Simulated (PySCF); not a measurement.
System: SiB (quartet).

```yaml
atoms:
  - { symbol: Si, position_ang: [0.0000, 0.0000, -0.5408] }
  - { symbol: B, position_ang: [0.0000, 0.0000, 1.3742] }
```

Level of theory: PySCF 2.14.0, PBE0/6-311G(d,p), non-relativistic, at a bond length of 1.915 Å.

**What can the converged electron density, electron localisation function and spin density tell about the bonding?**

Si–B (1.91 Å): ρ is about 0.8 e/Å³ halfway; the ELF peaks at about 0.95 between the atoms; localised, covalent bonding.
The unpaired spin (3 electrons) lies mostly on B2 (about 1.6) and Si1 (about 1.4), in electrons by Hirshfeld's partition.

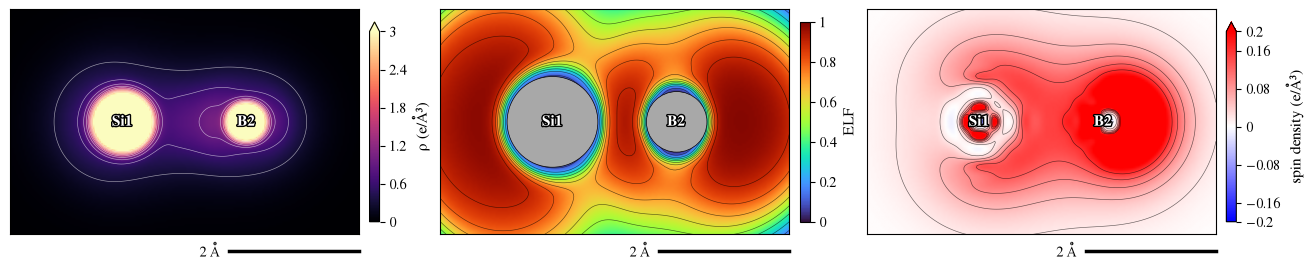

Computed electron density, electron localisation function and spin density on a plane that holds the molecular axis, in this order. Grey discs cover the atomic cores in the ELF map. 
